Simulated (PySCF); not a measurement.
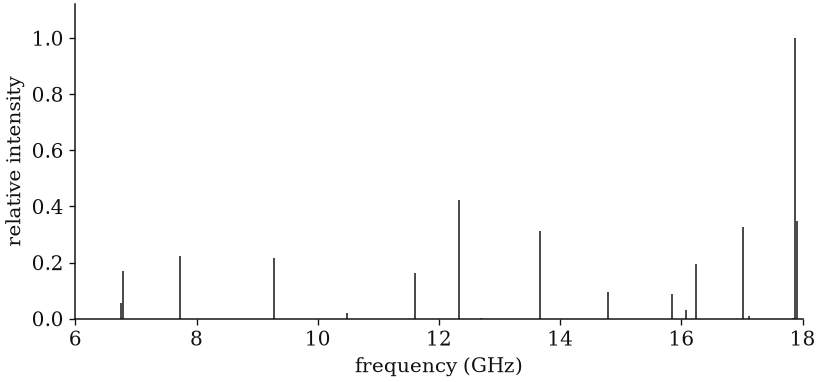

Simulated rotational absorption lines between 6 and 18 GHz at 1.5 K: rigid rotor with the equilibrium constants and dipole of one optimised conformer (PBE0-D3(BJ)/def2-SVP, PySCF), commonest isotopes; no centrifugal distortion, hyperfine structure, internal rotation or nuclear-spin weights; lines within 1 MHz of each other are summed.

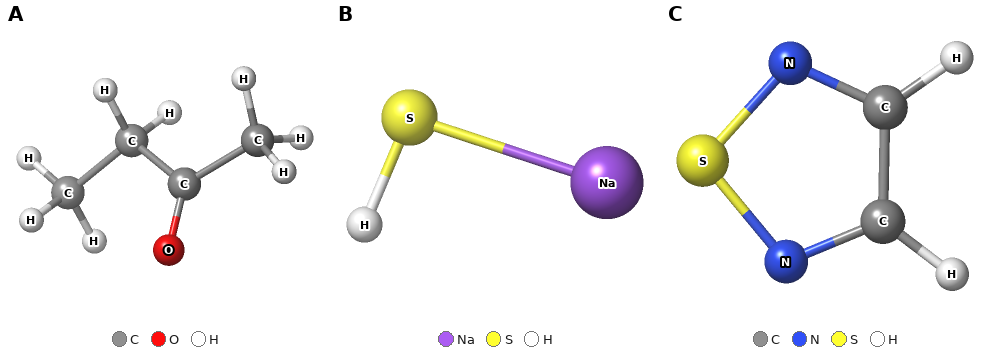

**Which molecule gives this spectrum? Choose among the lettered structures.**

Structure A, C₄H₈O (2-butanone), SMILES CCC(C)=O. Rotational constants A, B, C = 9.560, 3.621, 2.771 GHz, |μa|, |μb|, |μc| = 0.16, 2.71, 0.03 D.

Known limits of this run: coarse grid, loose stop and no frequency check, small forces are noise and the end may be a saddle.
